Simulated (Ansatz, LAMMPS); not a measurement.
# Liquid Na2CO3 at 1140 K (108 atoms) in motion

How do the atoms of liquid Na2CO3 at 1140 K (108 atoms) move, and what local order do they keep?

Main program and level: Ansatz 0.2.0; Kohn-Sham DFT, PBE, PAW (set soft_2), plane waves.

## (1) The starting structure

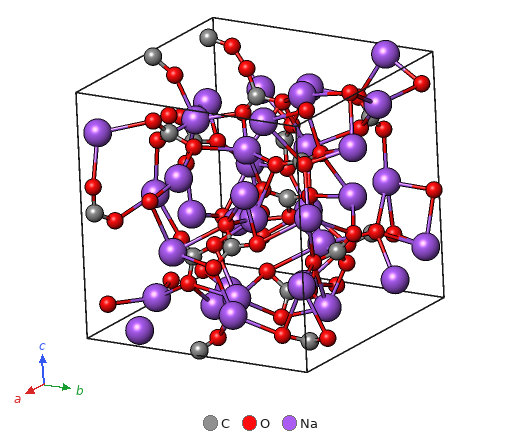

The starting structure, seen slightly off an axis (carbon grey, oxygen red, sodium purple). Bonds to atoms that aren't drawn are left out. Some periodic images of atoms are drawn too.

The cell holds 108 atoms: 18 C, 54 O and 36 Na. Cell: a = 11.716 Å, b = 11.716 Å, c = 11.716 Å, α = 90.0°, β = 90.0°, γ = 90.0°. 36 Na+, 18 CO3 2- placed at random, at 1.97 g/cm³; overlaps pushed apart, then 10 ps at 1540 K with harmonic planar carbonate ions with charges +1 on C and -1 on O; Joung-Cheatham ions (J. Phys. Chem. B 112, 9020 (2008)); charges of ions scaled by 0.8. Snapshot after 20 ps at 1140 K and fixed volume.

Before any run, some limits are plain. The starting topology of bonds comes from the classical model. Only the Γ point is sampled, in a cell whose shortest periodic width is 12 Å.

## (2) Single point at the start

A single point comes first, to see the forces before anything moves.

input.yaml

```yaml
crystal:
  lattice:
    - [11.71575, 0.0, 0.0]
    - [0.0, 11.71575, 0.0]
    - [0.0, 0.0, 11.71575]
  atoms:
    - { symbol: C, position: [0.31955, 0.09018, 0.60437] }
    - { symbol: O, position: [0.40874, 0.10946, 0.54656] }
    - { symbol: O, position: [0.32669, 0.04444, 0.70223] }
    - { symbol: O, position: [0.23659, 0.14754, 0.58867] }
    [... 98 atom lines left out ...]
    - { symbol: Na, position: [0.26746, 0.57955, 0.63179] }
    - { symbol: Na, position: [0.50305, 0.45071, 0.67592] }
    - { symbol: Na, position: [0.7426, 0.68764, 0.89767] }
    - { symbol: Na, position: [0.74774, 0.87572, 0.53327] }
    - { symbol: Na, position: [0.65357, 0.11943, 0.4994] }
    - { symbol: Na, position: [0.40544, 0.12316, 0.34104] }
kpoints:
  mp_grid: { grid: [1, 1, 1] }
hamiltonian:
  xc: pbe
scf:
  occupations: { method: fermi_dirac, width: 0.098 }
output:
  forces: true
```

Started as:

```sh
$ ansatz run input.yaml --threads 4 --pin off --max-ram 8192MiB --backend cpu --events-out ev --progress --plain --runs-dir out
```

Elapsed: 18 s, on 4 threads of Arm Neoverse V2, shared host; peak memory 2.2 GiB; 70 s of CPU time.

Read from the output:

- free energy: -88689.8837 eV
- free energy per atom: -821.2026 eV/atom
- SCF cycles: 11
- r.m.s. force component: 2.715 eV/Å
- longest force: 16.24 eV/Å
- Fermi energy: 3.971 eV

The r.m.s. force component of 2.7 eV/Å sets the starting point.

Neighbours are counted within 3.09 Å (O-Na), 1.73 Å (O-C).

Length of the force by element and coordination:

| element | coordination | atoms | mean length of the force (eV/Å) | spread | least | most |
| --- | --- | --- | --- | --- | --- | --- |
| C | all | 18 | 5.51 | 2.42 | 1.98 | 11.1 |
| Na | all | 36 | 0.74 | 0.33 | 0.147 | 1.41 |
| Na | 4 | 7 | 0.637 | 0.278 | 0.156 | 1.17 |
| Na | 5 | 17 | 0.774 | 0.327 | 0.147 | 1.33 |
| Na | 6 | 7 | 0.626 | 0.330 | 0.174 | 1.15 |
| Na | 7 | 5 | 0.929 | 0.293 | 0.623 | 1.41 |
| O | all | 54 | 4.59 | 3.26 | 1.33 | 16.2 |
| O | 3 | 5 | 5.90 | 5.36 | 1.47 | 16.2 |
| O | 4 | 19 | 4.49 | 3.31 | 1.33 | 13.2 |
| O | 5 | 27 | 4.41 | 2.75 | 1.44 | 13.2 |
| O | 6 | 3 | 4.78 | 1.55 | 3.02 | 6.79 |

## (3) Dynamics started at 1140 K

A Nosé–Hoover thermostat steers the temperature while disturbing the dynamics little. The time step is 1.0 fs.

input.yaml: that of step 2 with these lines changed.

```diff
@@ -15 +15,8 @@
   forces: true
+md:
+  timestep: 1.0
+  n_steps: 174
+  ensemble: nvt_nose_hoover
+  temperature: 1140
+  initial_velocities: maxwell_boltzmann
+  seed: 2617
```

Elapsed: 34 min, on 4 threads; peak memory 2.4 GiB.

The program notes that it switched symmetry off.

Rows from the run:

| time (fs) | T (K) | potential (meV/atom) | conserved (meV/atom) |
| --- | --- | --- | --- |
| 0.0 | 1140 | 0.0 | 0.00 |
| 12.0 | 1681 | -70.7 | -0.54 |
| 23.0 | 1375 | -33.4 | -0.32 |
| 35.0 | 1490 | -52.6 | -0.43 |
| 46.0 | 1323 | -36.6 | -0.35 |
| 58.0 | 1337 | -43.9 | -0.42 |
| 70.0 | 1384 | -56.0 | -0.41 |
| 81.0 | 1094 | -24.2 | -0.22 |
| 93.0 | 1574 | -90.5 | -0.74 |
| 104.0 | 1212 | -47.8 | -0.42 |
| 116.0 | 1367 | -72.0 | -0.48 |
| 128.0 | 1396 | -79.2 | -0.58 |
| 139.0 | 1355 | -77.9 | -0.54 |
| 151.0 | 1259 | -69.4 | -0.50 |
| 162.0 | 1275 | -75.1 | -0.47 |
| 174.0 | 1451 | -102.3 | -0.73 |

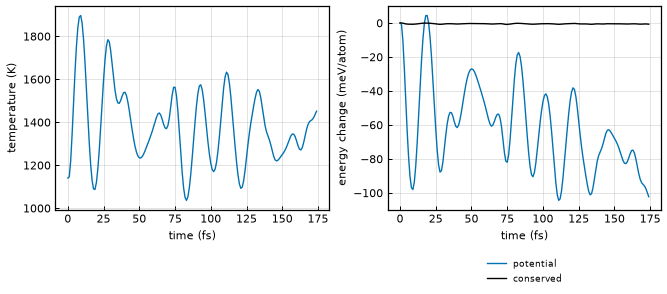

Temperature and energies against time.

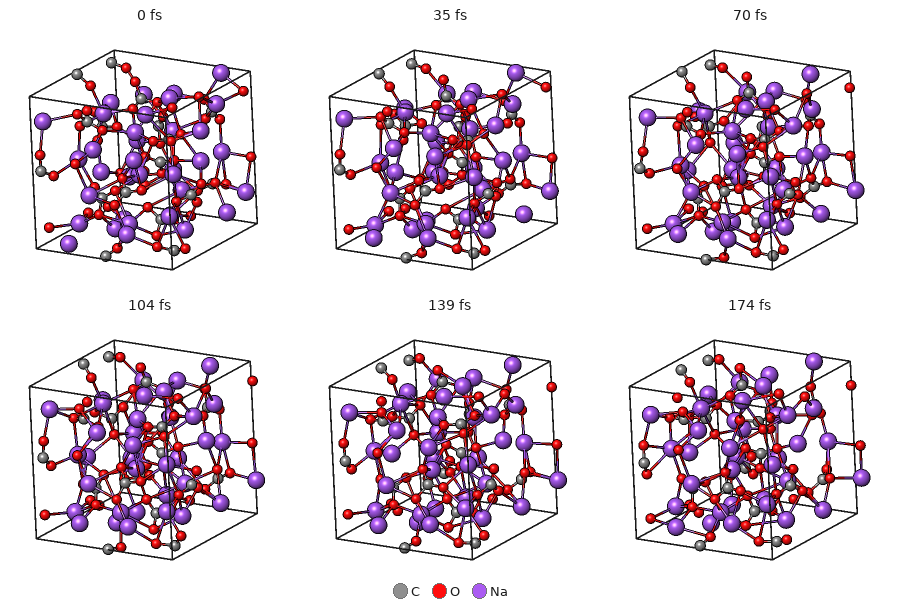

6 frames of the run. Bonds to atoms that aren't drawn are left out.

Mean square displacement from the first frame to the last: C 0.40 Å², O 0.72 Å², Na 0.58 Å².

Mean square displacement against time lag:

| time lag (fs) | C (Å²) | Na (Å²) | O (Å²) |
| --- | --- | --- | --- |
| 1.0 | 4.0e-4 | 1.0e-4 | 2.3e-4 |
| 4.0 | 0.00608 | 0.00163 | 0.00364 |
| 11.0 | 0.0345 | 0.0121 | 0.0238 |
| 15.0 | 0.0493 | 0.0221 | 0.0388 |
| 22.0 | 0.0608 | 0.0458 | 0.0645 |
| 26.0 | 0.0623 | 0.0624 | 0.0787 |
| 29.0 | 0.0635 | 0.0759 | 0.0899 |
| 36.0 | 0.0707 | 0.111 | 0.120 |
| 40.0 | 0.0784 | 0.132 | 0.141 |
| 47.0 | 0.103 | 0.170 | 0.182 |
| 51.0 | 0.123 | 0.192 | 0.207 |
| 58.0 | 0.162 | 0.230 | 0.251 |
| 61.0 | 0.174 | 0.245 | 0.270 |
| 65.0 | 0.184 | 0.266 | 0.296 |
| 72.0 | 0.189 | 0.300 | 0.342 |
| 76.0 | 0.191 | 0.319 | 0.367 |
| 83.0 | 0.207 | 0.348 | 0.405 |
| 87.0 | 0.222 | 0.364 | 0.422 |

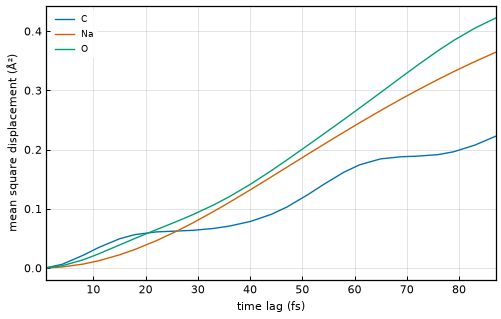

Mean square displacement against time lag.

Over the second half of 174 fs the temperature averages 1353 K with swings of 131 K r.m.s. The conserved energy stays within 0.85 meV/atom. From first frame to last O has the largest mean square displacement, 0.72 Å² at the end; the farthest move is 1.66 Å. The mean temperature of 1353 K lies well off the 1140 K of the input, so the thermostat hasn't yet brought the run to equilibrium. The count of bonds goes from 244 in the first frame to 238 in the last, by one set of cutoffs: 44 pairs passed out of them and 38 came within. The run spans 0.17 ps, too short for its means to be equilibrium values.

## (4) Local order late in the run

The g(r) is a mean over the second half; what follows it is taken at the last frame.

Bonds before and after, by the cutoffs listed below:

| pair | bonds before | bonds after | mean before (Å) | mean after (Å) | spread before (Å) | spread after (Å) |
| --- | --- | --- | --- | --- | --- | --- |
| O-Na | 190 | 184 | 2.564 | 2.510 | 0.256 | 0.274 |
| O-C | 54 | 54 | 1.266 | 1.297 | 0.052 | 0.057 |

Density 1.97 g/cm³, 14.89 Å³ an atom.

Mean of 14 frames. Pair distribution functions g(r), in bins of 0.2 Å:

| r (Å) | total | O-O | O-Na | O-C | Na-Na | Na-C | C-C |
| --- | --- | --- | --- | --- | --- | --- | --- |
| 1.10 | 0.12 | 0.00 | 0.00 | 0.71 | 0.00 | 0.00 | 0.00 |
| 1.30 | 3.00 | 0.00 | 0.00 | 18.05 | 0.00 | 0.00 | 0.00 |
| 1.50 | 0.33 | 0.00 | 0.00 | 1.96 | 0.00 | 0.00 | 0.00 |
| 1.70 | 0.00 | 0.00 | 0.00 | 0.00 | 0.00 | 0.00 | 0.00 |
| 1.90 | 0.06 | 0.02 | 0.16 | 0.00 | 0.00 | 0.00 | 0.00 |
| 2.10 | 0.80 | 1.21 | 1.48 | 0.00 | 0.00 | 0.00 | 0.00 |
| 2.30 | 1.77 | 3.05 | 2.96 | 0.00 | 0.00 | 0.18 | 0.00 |
| 2.50 | 1.01 | 0.39 | 2.39 | 0.00 | 0.00 | 1.03 | 0.00 |
| 2.70 | 0.81 | 0.08 | 1.50 | 0.01 | 0.24 | 2.34 | 0.00 |
| 2.90 | 0.88 | 0.28 | 1.09 | 0.04 | 0.95 | 3.02 | 0.00 |
| 3.10 | 0.79 | 0.55 | 0.65 | 0.15 | 1.33 | 2.38 | 0.00 |
| 3.30 | 0.87 | 0.88 | 0.70 | 0.29 | 1.18 | 2.10 | 0.00 |
| 3.50 | 0.97 | 1.03 | 0.83 | 0.49 | 1.64 | 1.58 | 0.02 |
| 3.70 | 1.04 | 1.12 | 0.98 | 0.91 | 1.44 | 1.02 | 0.18 |
| 3.90 | 1.02 | 1.17 | 0.97 | 1.12 | 1.16 | 0.65 | 0.59 |
| 4.10 | 0.99 | 1.07 | 0.98 | 1.25 | 1.04 | 0.42 | 0.98 |
| 4.30 | 1.08 | 1.22 | 0.99 | 1.51 | 0.80 | 0.54 | 1.44 |
| 4.50 | 1.08 | 1.17 | 0.85 | 1.73 | 1.10 | 0.44 | 1.57 |
| 4.70 | 1.05 | 0.96 | 0.97 | 1.52 | 0.98 | 0.57 | 2.31 |
| 4.90 | 1.01 | 1.10 | 0.83 | 1.30 | 1.14 | 0.50 | 2.10 |
| 5.10 | 1.06 | 1.07 | 1.03 | 1.33 | 1.04 | 0.55 | 2.19 |
| 5.30 | 1.02 | 1.10 | 0.97 | 1.08 | 0.99 | 0.79 | 1.83 |
| 5.50 | 1.02 | 1.09 | 0.92 | 1.10 | 0.96 | 0.97 | 1.48 |
| 5.70 | 1.08 | 1.12 | 0.99 | 1.10 | 1.07 | 1.24 | 1.02 |

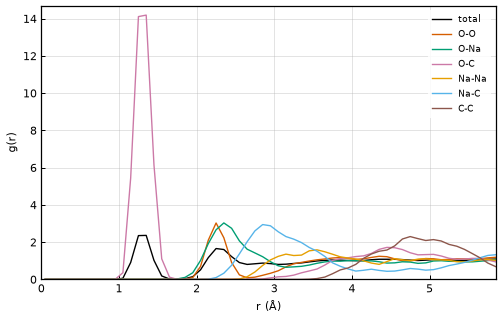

Pair distribution functions, lightly smoothed.

Bonds by pair of elements; cutoffs follow the first minimum of g(r), held within bounds set by covalent radii, and pairs that aren't listed don't count as bonded:

| pair A-B | cutoff (Å) | bonds | mean length (Å) | spread (Å) | shortest (Å) | B about A | A about B |
| --- | --- | --- | --- | --- | --- | --- | --- |
| O-Na | 3.09 | 184 | 2.51 | 0.274 | 1.88 | 3.41 | 5.11 |
| O-C | 1.73 | 54 | 1.30 | 0.057 | 1.18 | 1 | 3 |

How many atoms have how many bonded neighbours:

| element | mean | 2 | 3 | 4 | 5 | 6 | 7 | 8 |
| --- | --- | --- | --- | --- | --- | --- | --- | --- |
| C | 3 | 0 | 18 | 0 | 0 | 0 | 0 | 0 |
| Na | 5.11 | 0 | 1 | 9 | 14 | 10 | 1 | 1 |
| O | 4.41 | 1 | 5 | 22 | 23 | 3 | 0 | 0 |

Bond angles (no mean is given where the spread exceeds 20°):

| angle | count | mean (°) | spread (°) |
| --- | --- | --- | --- |
| O-Na-O | 396 | - | - |
| Na-O-Na | 239 | - | - |
| C-O-Na | 184 | - | - |
| O-C-O | 54 | 120 | 6 |

Bond length by coordination (bonds to H left out):

| element | coordination | atoms | mean bond length (Å) |
| --- | --- | --- | --- |
| Na | 3 | 1 | 2.34 |
| Na | 4 | 9 | 2.40 |
| Na | 5 | 14 | 2.55 |
| Na | 6 | 10 | 2.52 |
| Na | 7 | 1 | 2.48 |
| Na | 8 | 1 | 2.69 |
| O | 2 | 1 | 1.81 |
| O | 3 | 5 | 1.93 |
| O | 4 | 22 | 2.19 |
| O | 5 | 23 | 2.29 |
| O | 6 | 3 | 2.38 |

First main peaks of g(r), for some of the pairs, lie near 2.2 Å (O-O), 2.4 Å (O-Na), 1.3 Å (O-C) and 2.9 Å (Na-C). Counting bonds as in the table, all C atoms have 3, 39 % of Na atoms have 5 and 43 % of O atoms have 5 bonded neighbours.

## (5) Single point at the last frame

The last frame is solved once more, with the analyses that the dynamics left out.

input.yaml

```yaml
crystal:
  lattice:
    - [11.71575, 0.0, 0.0]
    - [0.0, 11.71575, 0.0]
    - [0.0, 0.0, 11.71575]
  atoms:
    - { symbol: C, position: [0.28356, 0.09651, 0.5857] }
    - { symbol: O, position: [0.29051, 0.16022, 0.49304] }
    - { symbol: O, position: [0.33006, 0.001, 0.59513] }
    - { symbol: O, position: [0.21939, 0.13824, 0.66047] }
    [... 98 atom lines left out ...]
    - { symbol: Na, position: [0.23724, 0.59136, 0.66102] }
    - { symbol: Na, position: [0.53759, 0.47551, 0.70001] }
    - { symbol: Na, position: [0.79054, 0.69702, 0.93883] }
    - { symbol: Na, position: [0.7409, 0.86514, 0.52747] }
    - { symbol: Na, position: [0.70082, 0.09784, 0.51458] }
    - { symbol: Na, position: [0.45007, 0.06793, 0.40913] }
kpoints:
  mp_grid: { grid: [1, 1, 1] }
hamiltonian:
  xc: pbe
scf:
  occupations: { method: fixed }
output:
  forces: true
  stress: true
  populations: true
  dos:
    method: { smearing: { sigma: 0.1 } }
    de: 0.1
    projected: { site_lists: { C: [C], Na: [Na], O: [O] } }
  eigenvalues: true
  write_density: true
  write_potential: true
  volumetric_format: npy
```

Run time: 26 s. Hardware: 4 threads; peak memory 2.2 GiB; 99 s of CPU time.

The program notes that the exchange-correlation potential is rough where the density is thin.

The run gave:

| Quantity | Value |
| --- | --- |
| free energy | -88700.9304 eV |
| free energy per atom | -821.3049 eV/atom |
| SCF cycles | 10 |
| pressure | 2.707 GPa |
| r.m.s. force component | 1.768 eV/Å |
| longest force | 8.893 eV/Å |
| Fermi energy | 3.13 eV |
| gap (highest filled to lowest empty level) | 1.672 eV |
| spilling of the projection | 0.006499 |

Neighbours are counted within 3.09 Å (O-Na), 1.73 Å (O-C), the cutoffs taken from the dynamics.

Length of the force by element and coordination:

| element | coordination | atoms | mean length of the force (eV/Å) | spread | least | most |
| --- | --- | --- | --- | --- | --- | --- |
| C | all | 18 | 4.30 | 1.79 | 1.94 | 8.64 |
| Na | all | 36 | 0.841 | 0.608 | 0.232 | 3.00 |
| Na | 3 | 1 | 0.560 | 0 | 0.560 | 0.560 |
| Na | 4 | 9 | 1.17 | 0.735 | 0.556 | 3.00 |
| Na | 5 | 14 | 0.713 | 0.535 | 0.232 | 2.45 |
| Na | 6 | 10 | 0.868 | 0.501 | 0.273 | 2.13 |
| Na | 7 | 1 | 0.245 | 0 | 0.245 | 0.245 |
| Na | 8 | 1 | 0.309 | 0 | 0.309 | 0.309 |
| O | all | 54 | 2.84 | 1.65 | 0.731 | 8.89 |
| O | 2 | 1 | 2.06 | 0 | 2.06 | 2.06 |
| O | 3 | 5 | 3.33 | 1.02 | 2.14 | 5.18 |
| O | 4 | 22 | 2.85 | 1.51 | 0.772 | 5.97 |
| O | 5 | 23 | 2.63 | 1.81 | 0.731 | 8.89 |
| O | 6 | 3 | 3.91 | 1.79 | 2.16 | 6.37 |

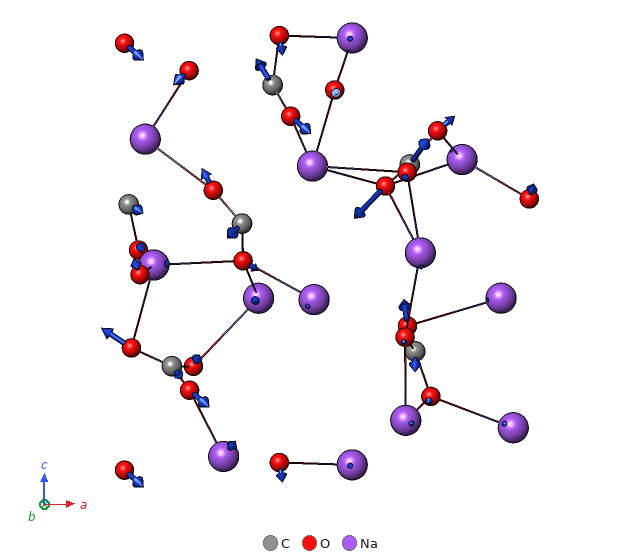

Forces as arrows; the longest in the cell is 8.89 eV/Å. Drawn is a slice 4 Å thick, seen along the normal of the ac plane. Bonds to atoms that aren't drawn are left out.

Löwdin charges by element and coordination (they lack the spilled electrons, 0.043 e an atom on average):

| element | coordination | atoms | mean charge (e) | spread | least | most |
| --- | --- | --- | --- | --- | --- | --- |
| C | all | 18 | 0.638 | 0.0187 | 0.590 | 0.673 |
| Na | all | 36 | 0.790 | 0.0127 | 0.764 | 0.819 |
| Na | 3 | 1 | 0.800 | 0 | 0.800 | 0.800 |
| Na | 4 | 9 | 0.794 | 0.0137 | 0.774 | 0.816 |
| Na | 5 | 14 | 0.790 | 0.0097 | 0.774 | 0.805 |
| Na | 6 | 10 | 0.787 | 0.013 | 0.764 | 0.819 |
| Na | 7 | 1 | 0.764 | 0 | 0.764 | 0.764 |
| Na | 8 | 1 | 0.800 | 0 | 0.800 | 0.800 |
| O | all | 54 | -0.653 | 0.0541 | -0.772 | -0.529 |
| O | 2 | 1 | -0.643 | 0 | -0.643 | -0.643 |
| O | 3 | 5 | -0.651 | 0.0308 | -0.693 | -0.616 |
| O | 4 | 22 | -0.644 | 0.0644 | -0.772 | -0.529 |
| O | 5 | 23 | -0.658 | 0.05 | -0.736 | -0.561 |
| O | 6 | 3 | -0.675 | 0.0109 | -0.685 | -0.660 |

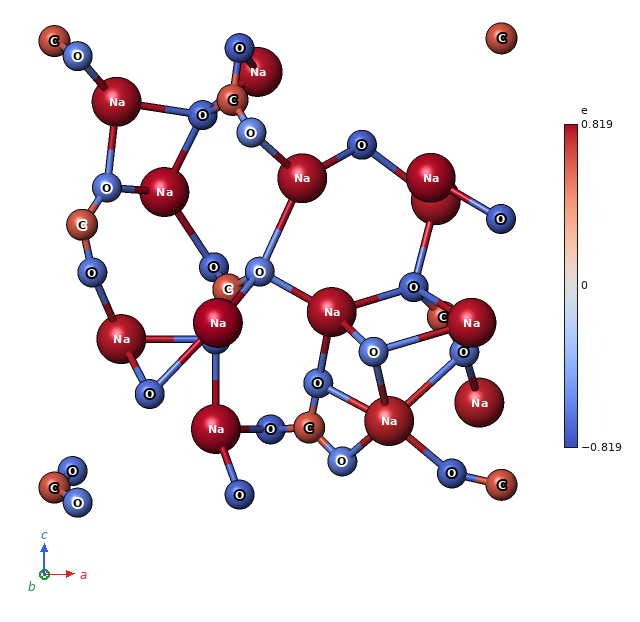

Atoms coloured by Löwdin charge. Drawn is a slice 4 Å thick, seen along the normal of the ac plane. Bonds to atoms that aren't drawn are left out.

Density of states as counts of states in windows of 1 eV (from the Fermi level), total and the larger projections:

| from (eV) | to (eV) | total | O p | Na s | C p | O s |
| --- | --- | --- | --- | --- | --- | --- |
| -18 | -17 | 4.3 | 0.1 | 0.0 | 1.0 | 3.1 |
| -17 | -10 | 0.0 | 0.0 | 0.0 | 0.0 | 0.0 |
| -10 | -9 | 6.0 | 3.2 | 0.2 | 0.0 | 1.7 |
| -9 | -8 | 25.9 | 14.6 | 1.0 | 0.5 | 7.0 |
| -8 | -7 | 38.0 | 23.5 | 0.7 | 7.9 | 4.8 |
| -7 | -6 | 72.1 | 45.9 | 0.9 | 16.4 | 7.7 |
| -6 | -5 | 2.1 | 1.3 | 0.0 | 0.5 | 0.2 |
| -5 | -4 | 6.1 | 5.8 | 0.2 | 0.0 | 0.0 |
| -4 | -3 | 46.9 | 44.3 | 1.6 | 0.1 | 0.1 |
| -3 | -2 | 82.9 | 80.0 | 1.2 | 0.2 | 0.2 |
| -2 | -1 | 26.8 | 26.2 | 0.2 | 0.1 | 0.0 |
| -1 | 0 | 16.4 | 16.1 | 0.1 | 0.0 | 0.0 |
| 0 | 1 | 0.9 | 0.9 | 0.0 | 0.0 | 0.0 |
| 1 | 2 | 2.0 | 0.1 | 1.4 | 0.1 | 0.3 |
| 2 | 3 | 8.4 | 1.5 | 4.2 | 1.5 | 0.5 |
| 3 | 4 | 16.7 | 2.6 | 8.7 | 2.6 | 0.9 |
| 4 | 5 | 36.4 | 8.5 | 12.5 | 9.3 | 1.1 |

With fixed occupations the program's Fermi level is the highest filled level; weight inside the gap is the broadening of levels at its edges.

Between -26 and -18 eV lie 320 more states.

About 73 of the 720 electrons lie in deeper levels, below the stored range.

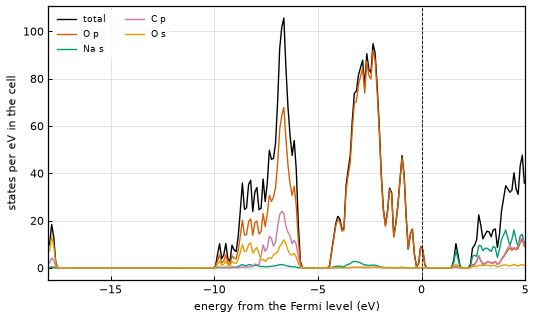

Total and projected density of states, with the broadening of the input.

The levels nearest the highest filled one (over half full), pooled over k-points and spins:

| level less the highest filled one (eV) | occupation |
| --- | --- |
| -0.854 | 2 |
| -0.817 | 2 |
| -0.754 | 2 |
| -0.522 | 2 |
| -0.437 | 2 |
| 0 | 2 |
| 1.67 | 0 |
| 2.51 | 0 |
| 2.73 | 0 |
| 2.77 | 0 |
| 2.89 | 0 |
| 3.06 | 0 |

Mean Löwdin charges: C +0.64, Na +0.79, O -0.65 e (they miss 0.65 % of the electrons, so they add up to more than the cell's charge). The largest share in the top eV of filled states is O p (99 % of the projected weight), and in the lowest eV of empty states Na s (61 % of the projected weight).

## (6) Outcome

| Property | Result |
| --- | --- |
| mean temperature, second half | 1353 K |
| temperature swing, second half | 131 K |
| slope of the conserved energy against time, by least squares | -1.052 meV/atom/ps |
| free energy per atom | -821.3049 eV/atom |
| pressure | 2.707 GPa |
| r.m.s. force component | 1.768 eV/Å |
| gap (highest filled to lowest empty level) | 1.672 eV |
| wall time of the 3 DFT runs | 35 min |

Over the second half of 174 fs the temperature averages 1353 K with swings of 131 K r.m.s. The conserved energy stays within 0.85 meV/atom. The mean temperature of 1353 K lies well off the 1140 K of the input, so the thermostat hasn't yet brought the run to equilibrium. The count of bonds goes from 244 in the first frame to 238 in the last, by one set of cutoffs: 44 pairs passed out of them and 38 came within. The run spans 0.17 ps, too short for its means to be equilibrium values. Counting bonds as in the table, all C atoms have 3, 39 % of Na atoms have 5 and 43 % of O atoms have 5 bonded neighbours. The highest filled and lowest empty levels differ by 1.67 eV (at Γ alone); a semilocal functional tends to put such gaps too low. In a disordered cell it changes from sample to sample and from frame to frame.

What to keep in mind: The starting topology of bonds comes from the classical model; in DFT 44 of its 244 bonded pairs passed out of the cutoffs and 38 came within them. The pressure of 2.7 GPa is that of one thermal frame at a volume set beforehand, without the kinetic term.

[Logs are printed without paths, hosts, clocks, repeated set-up lines and the standing remarks that a program may print on its own settings, such as how far it seeks lower states.]

[Hosts, paths, dates, database ids (printed as entryN), source tags and the programs' standing remarks are cut or masked in the printed files.]
